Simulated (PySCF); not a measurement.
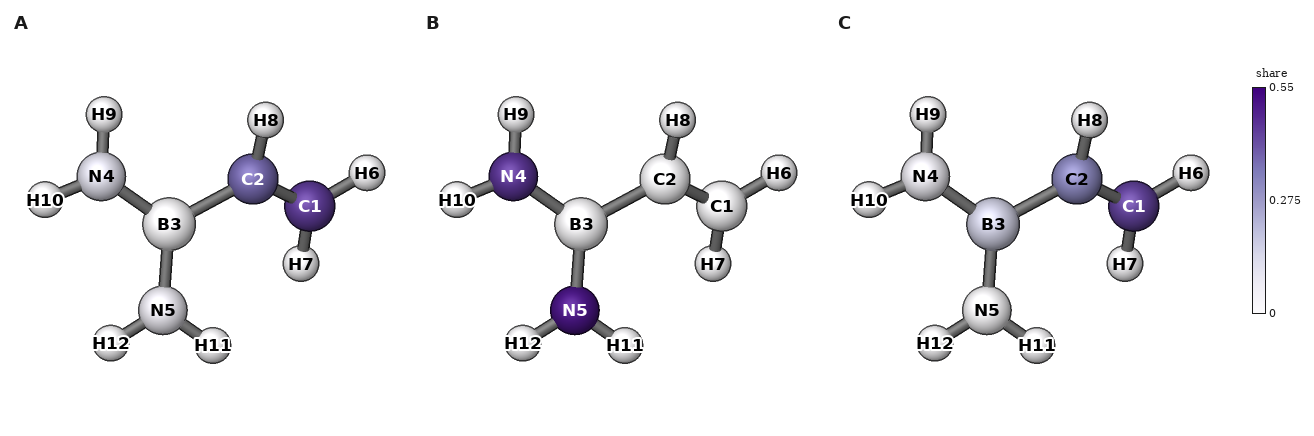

Each panel colours the atoms by their Löwdin share in one orbital (up to four of the largest shares; other atoms are shown as zero). The computed structure is the end point of a PBE0-D3(BJ)/def2-SVP optimisation. No frequency run is at hand to confirm it as a minimum. Computed with PBE0/6-31+G* (PySCF 2.14.0).

**The panels show the HOMO−1, HOMO, LUMO, in some order. Which is which?**

A: HOMO−1, −7.28 eV; C1 0.45, C2 0.37, N4 0.10, N5 0.06
B: HOMO, −6.84 eV; N5 0.51, N4 0.46
C: LUMO, −0.16 eV; C1 0.43, C2 0.32, B3 0.15, N4 0.06
